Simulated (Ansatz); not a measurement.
## Computed energy over volume and axial ratio: TiAl (CuAu type, space group P4/mmm)

TiAl (CuAu type, space group P4/mmm)

```
TiAl
1.0
    2.79703     0.00000     0.00000
    0.00000     2.79703     0.00000
    0.00000     0.00000     4.03197
Al Ti
1 1
Cartesian
  1.39851   1.39851   2.01598
  0.00000   0.00000   0.00000
```

The relaxed cell is deformed in two ways at once: its volume V is scaled, and at that volume it is stretched along z (the c axis of the conventional cell) so that c/a changes. Fractional atomic positions are held.

Calculation: PBEsol (plane waves to 420 eV, PAW, scalar-relativistic; Ansatz, a first-principles code). k mesh 17×17×12 (Γ-centred), Fermi-Dirac smearing 0.05 eV. Energies are smeared free energies. With partly filled bands, the response to shear is sensitive to the k mesh, so small differences along c/a are uncertain. The PAW data are Ansatz's earlier set. TiAl is run without spin polarisation. TiAl was relaxed with its symmetry unable to fall. The zero of ΔE is the relaxed starting cell.

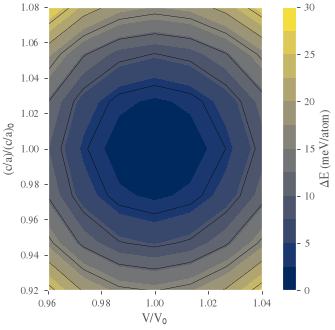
Figure. ΔE (meV/atom) over the 7×7 grid of computed points.

Lowest place on the grid: V/V₀ = 1.000, (c/a)/(c/a)₀ = 1.000 (0 meV/atom). Highest place on the grid: V/V₀ = 0.960, (c/a)/(c/a)₀ = 1.080 (28 meV/atom).

(A scan under strain: stresses follow from slopes of the energy per volume, elastic moduli from its curvatures.)
